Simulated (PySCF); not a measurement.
# C5H8BF: spin-spin couplings

Aim: predict the spin-spin couplings of C5H8BF (`C=CC/C=C/BF`).

The runs use PySCF 2.14.0, with density-fitted response routines of our own; the level of theory stands in each step. All values are computed, except where a source is named. Atoms are numbered from 0 throughout.

## Step 1: Starting geometry

15 atoms, charge 0, multiplicity 1; geometry from: GFN2-xTB.

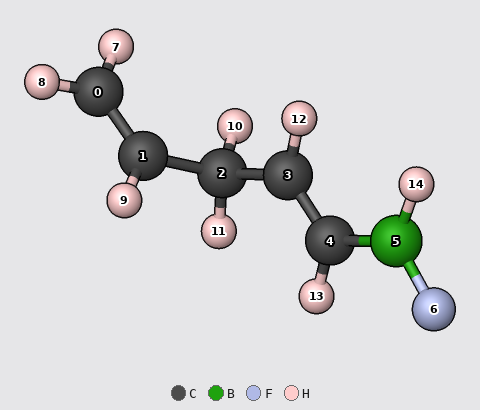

The starting geometry (carbon dark grey, boron green, fluorine light blue, hydrogen pink), atoms numbered.

## Step 2: J couplings: B3LYP/pcJ-1

The job: settings as JSON, then the geometry in Å.

```
{"job": {"kind": "j", "xc": "B3LYP", "basis": "pcJ-1"}, "charge": 0, "multiplicity": 1}
C     -2.433880     0.536429    -1.455798
C     -1.567888     0.670143    -0.469887
C     -0.921216    -0.474776     0.256551
C      0.559168    -0.430420     0.051744
C      1.463401    -0.189470     1.006114
B      2.983275    -0.122959     0.756902
F      3.788777     0.134985     1.773115
H     -2.751562    -0.431744    -1.807844
H     -2.871105     1.388630    -1.947612
H     -1.261340     1.652187    -0.134725
H     -1.316228    -1.417175    -0.130720
H     -1.151074    -0.404675     1.322793
H      0.885755    -0.583499    -0.969475
H      1.094861    -0.034966     2.015085
H      3.494642    -0.284701    -0.288154
```

Level: B3LYP/pcJ-1 indirect spin-spin coupling, non-relativistic, gas phase.

Started as:

```
$ OMP_NUM_THREADS=1 python probes_run.py task.json out
```

The driver reads the jobs from task.json and runs them one after another.

Predict these results of the whole session: largest coupling of the table (B3LYP/pcJ-1).

**Answer**, as computed:

```
                                   quantity                     value
largest coupling of the table (B3LYP/pcJ-1)  1J(B,F) B5–F6, -165.4 Hz
```

**Reading.** In the run at B3LYP/pcJ-1, the largest coupling of the table is B5–F6, -165.4 Hz, of which the Fermi-contact term gives -95.0 Hz. Couplings across rotatable bonds belong to this one conformer; where others are populated, the observed values are averages.
